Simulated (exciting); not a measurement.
Consider RbAsF6, space group R-3.

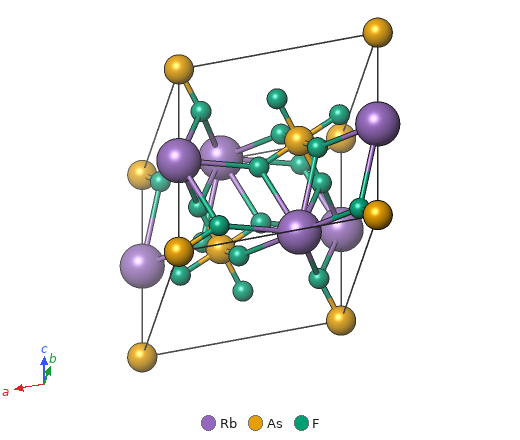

The structure (rubidium purple, arsenic orange, fluorine teal). Bonds to atoms that aren't drawn are left out. Some periodic images of atoms are drawn too.

```
Rb As F
1.0
     3.71746    2.14628    2.47588
    -3.71746    2.14628    2.47588
     0.00000   -4.29255    2.47588
Rb As F
1 1 6
Direct
  0.50000 0.50000 0.50000
  0.00000 0.00000 0.00000
  0.71201 0.79961 0.07741
  0.92259 0.28799 0.20039
  0.20039 0.92259 0.28799
  0.28799 0.20039 0.92259
  0.79961 0.07741 0.71201
  0.07741 0.71201 0.79961
```

Absorber: atom 1, with 6 F at 2.94 Å and 6 F at 3.05 Å (distorted cuboctahedral, site symmetry -3). Method: exciting, all-electron LAPW+lo, LDA, exchange and screened direct term (singlet BSE), 2×2×2 shifted k points, 45 conduction bands, |G+q| up to 3 bohr⁻¹ (2 in the exchange term), full RPA screening with nempty = 78, Lorentzian half width 0.64 eV.

**Question.** What does the Rb L₃ spectrum look like, and is there a bound core exciton?

Bound core exciton? No bright one: the first bright state (over 5 % of the brightest) lies at 0.78 eV from the Kohn–Sham onset and at 0.34 eV from the lowest bare transition of its own mesh; weaker or dark states reach down to -1.41 eV. Maxima (height): 1.0 eV (1.00) and 18.9 eV (0.14).

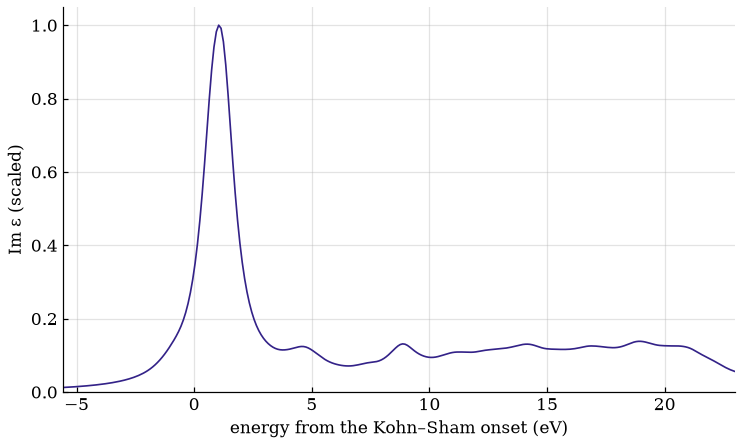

Energy from the Kohn–Sham onset, core level to the lowest empty state found on the meshes used; Im ε in relative units.

A mesh of 8 points doesn't converge binding energies, and fine structure above the first lines is partly noise of the mesh. The kernel cutoff is low for a compact core orbital, so the effect of exchange is a lower bound. The zero comes from the unshifted 3×3×3 ground-state mesh; it is exact only where the band minimum lies on that mesh. The conduction states carry no spin here, so the exchange coupling to the spinor core hole is only partly held. This core level is treated alone, with no coupling to its spin–orbit partner. The structure is a Materials Project entry, computed there, and may be a hypothetical form.

[Banner, clock and machine lines of the logs are left out without a mark of their own.]

[Logs are printed without paths, hosts, clocks, repeated set-up lines and the standing remarks that a program may print on its own settings, such as how far it seeks lower states.]

[Hosts, paths, dates, database ids (printed as entryN), source tags and the programs' standing remarks are cut or masked in the printed files.]
